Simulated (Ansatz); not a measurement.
# HLiS: test of scalar relativity from a Python script

A script is to give a test of scalar relativity; the system is HLiS.

Computed with Ansatz 0.2.0, driven from Python. The levels of theory stand in the script.

### 1 The structure

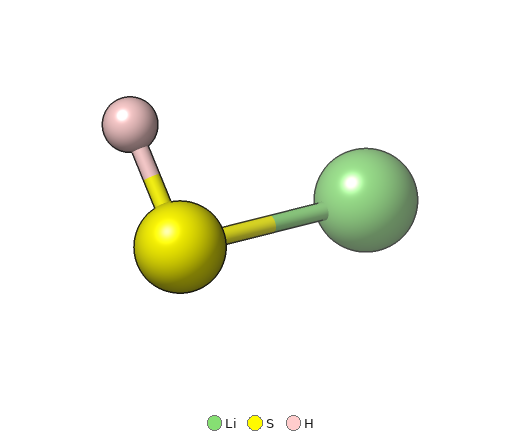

The structure that the script starts from, seen from a chosen angle (lithium green, sulfur yellow, hydrogen pink).

The script holds or builds the structure itself.

### 2 The code

Input file x2c_hlis.py:

```python
# -*- coding: utf-8 -*-
import logging
import sys

import ansatz
import numpy as np

logging.basicConfig(stream=sys.stdout, format="%(name)s: %(message)s")
log = logging.getLogger("run")
log.setLevel(logging.INFO)

geometry_ang = [
    ("Li", (1.1283, -1.1527, 0.4839)),
    ("S", (-0.7787, -0.0973, -0.4338)),
    ("H", (-0.3605, 1.1852, -0.0634)),
]
hlis = ansatz.Crystal.molecule()
for symbol, xyz in geometry_ang:
    hlis = hlis.atom(symbol, xyz)

job = hlis.calculation().functional("hf").forces()
sets = {"none": "cc-pVTZ", "scalar": "cc-pVTZ-DK"}
found = {kind: job.basis(gaussian=basis).pseudopotentials(relativity=kind).run().report for kind, basis in sets.items()}
for kind, each in found.items():
    dipole = 4.803205 * np.linalg.norm(each["charge_distribution"]["dipole_moment_e_ang"])
    log.info(f"{kind:7s} E = {each['free_energy_ev']:.4f} eV  dipole {dipole:.3f} D  largest force component {np.abs(each['forces_ev_ang']).max():.4f} eV/A")
log.info(f"relativity lowers the total energy by {found['none']['free_energy_ev'] - found['scalar']['free_energy_ev']:.3f} eV")
```

### 3 What the engine is handed

The engine receives this input (first run):

```yaml
crystal:
  periodic: [false, false, false]
  atoms:
    - { symbol: Li, position_ang: [1.1283, -1.1527, 0.4839] }
    - { symbol: S, position_ang: [-0.7787, -0.0973, -0.4338] }
    - { symbol: H, position_ang: [-0.3605, 1.1852, -0.0634] }
basis:
  gaussian:
    orbitals: cc-pVTZ
hamiltonian:
  xc: hf
  pseudopotentials:
    relativity: none
output:
  forces: true
```

### 4 The run

Run with:

```sh
> python x2c_hlis.py
```

Standard output:

```text
run: none    E = -11037.3445 eV  dipole 8.001 D  largest force component 1.4106 eV/A
run: scalar  E = -11066.7621 eV  dipole 7.998 D  largest force component 1.4077 eV/A
run: relativity lowers the total energy by 29.418 eV
```

It took 2 s on 1 thread of Arm Neoverse V1, shared host; peak memory 0.18 GiB.

### 5 What changed from run to run

The engine's inputs for the other runs:

Run 2, against run 1:

```diff
@@ -9 +9 @@
-    orbitals: cc-pVTZ
+    orbitals: cc-pVTZ-DK
@@ -13 +13 @@
-    relativity: none
+    relativity: scalar
```

### 6 The engine's runs

From the records of these 2 runs:

```csv
run,basis,relativity,energy (eV),SCF cycles,CPU time (s)
1,cc-pVTZ,none,-11037.3445,12,0.86
2,cc-pVTZ-DK,scalar,-11066.7621,12,0.55
```

### 7 Results

| quantity | value |
| --- | --- |
| relativistic lowering of the total energy | 29.418 eV |
| runs compared | 2 |

What this shows: The total moves by -29.4 eV, nearly all in the cores, and the dipole stays at 8.00 D. The geometry is a force-field or estimated start, not a minimum of this method. The basis set changes with the Hamiltonian (a set recontracted for scalar relativity), and most of the change in the total lies in the cores.
